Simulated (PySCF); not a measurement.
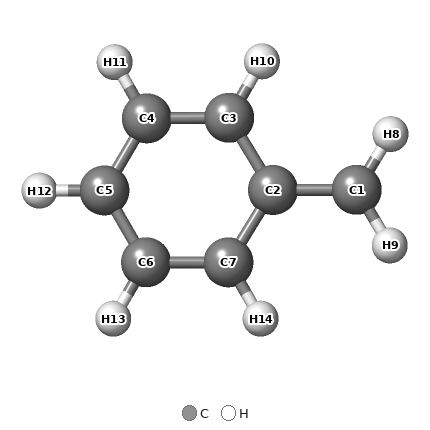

First-order isotropic EPR spectrum (fast tumbling, first derivative) of C₇H₇ (benzyl), SMILES [CH2]c1ccccc1, doublet at 9.30 GHz, Lorentzian lines of 0.06 mT full width at half height, from computed g and hyperfine couplings (PBE/pcH-1 (IGLO-III on C) with PySCF 2.14.0, at a PBE0-D3(BJ)/def2-SVP geometry (no frequency check), gas phase); values of one conformer, averaged over methyl-type rotors alone; no vibrational averaging; dilute isotopes left out. The SMILES is one Lewis form and needn't show where the spin sits.

### Give g and the hyperfine couplings.

g_iso = 2.0026, which centres the spectrum at 331.8 mT; it spans 4.9 mT.

```
  nuclei  isotope  a (mT)  a (MHz)
  H8, H9       ¹H   −1.57    −44.1
     H12       ¹H   −0.56    −15.7
H10, H14       ¹H   −0.46    −13.0
H11, H13       ¹H    0.13      3.8
```

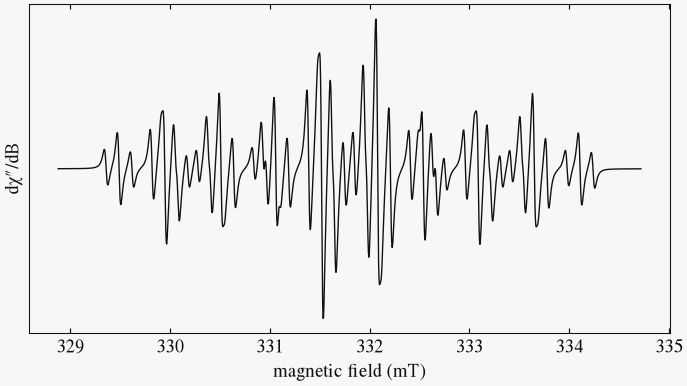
